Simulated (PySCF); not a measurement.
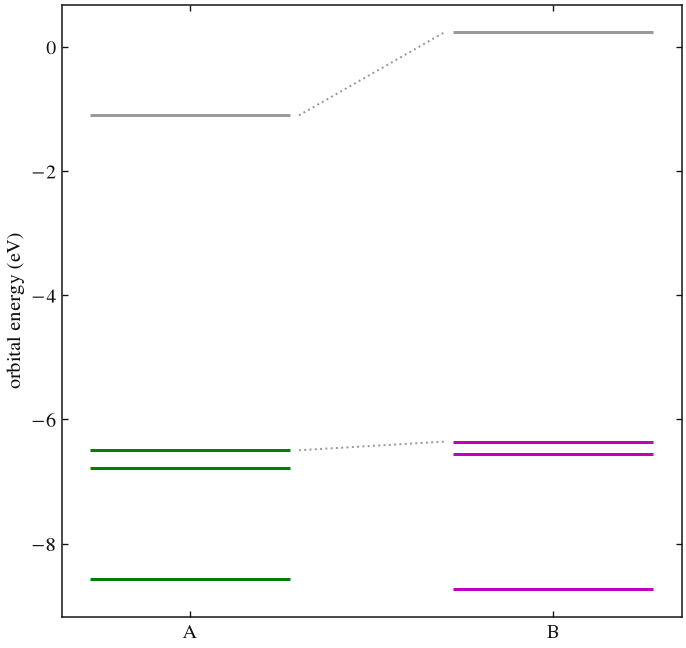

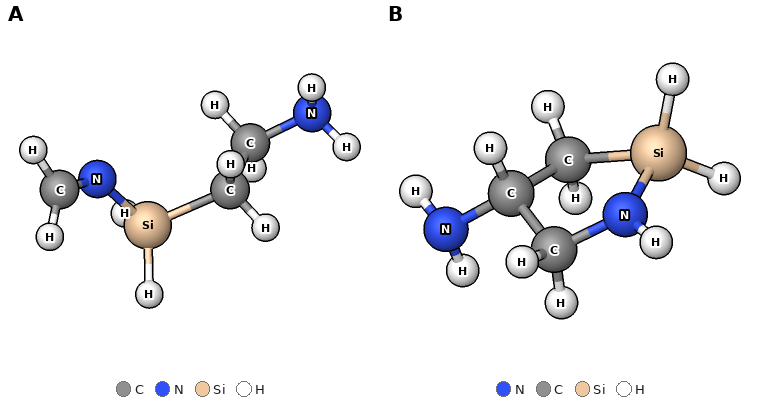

Related molecules: A is C₃H₁₀N₂Si, SMILES C=N[SiH2]CCN; B is C₃H₁₀N₂Si, SMILES N[C@H]1CN[SiH2]C1. Frontier orbital energies, B3LYP/def2-SVPD, PySCF, at a GFN2-xTB geometry (no frequency check); drawn are at most three filled levels and, in grey, the LUMO with any level within 0.03 eV of it; dotted lines join the HOMOs and the LUMOs.

Question: What does the change do to the frontier levels?

Answer: From A to B the HOMO rises by 0.14 eV and the LUMO rises by 1.34 eV, so the separation goes from 5.39 to 6.59 eV.

Limits of at least one run: empty levels above zero depend strongly on the basis; one conformer of a flexible molecule; the tight-binding geometry is rougher than a DFT one and adds to the error.
